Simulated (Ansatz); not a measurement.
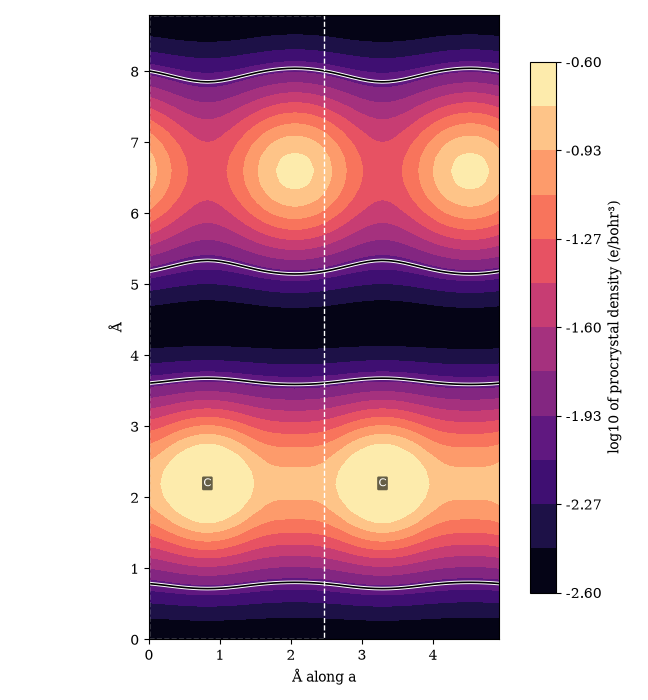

Procrystal electron density of C (P6_3/mmc), computed on the section y = 0.667 (parallel to a and c; the dashed line is one cell). It is the sum of the densities of spherically averaged neutral Hartree-Fock atoms, not a self-consistent density. The black line is the 0.01 e/bohr³ contour that bounds the voids. The usual level for crystal voids is 0.002 e/bohr³; this crystal has almost no region below it, so a higher level is used, which marks the interstitial space of lowest density.

Origin of the cell: coordinates from a relaxation with DFT PBE, scalar-relativistic, plane waves, PAW in Ansatz 0.2.0.

```
C
1.0
     2.46648    0.00000    0.00000
    -1.23324    2.13604    0.00000
     0.00000    0.00000    8.79462
C
4
Direct
  0.00000 0.00000 0.25000
  0.00000 0.00000 0.75000
  0.33333 0.66667 0.25000
  0.66667 0.33333 0.75000
```

### What share of the cell is void by this measure?

The voids take about 36 % of the cell (17 Å³ of 46.3 Å³) and are bounded by about 21 Å² of surface per cell.

### What shape does the empty space take in three dimensions?

Where they connect, they form a two-dimensional network in layers parallel to (001).

### How low does the density fall, and where?

To about 0.0028 e/bohr³ near 0.33, 0.67, 0.00 (fractional), 2.2 Å from the nearest nucleus.

### At what density do the voids first join through the crystal?

At about 0.0028 e/bohr³, as a two-dimensional network in layers parallel to (001).
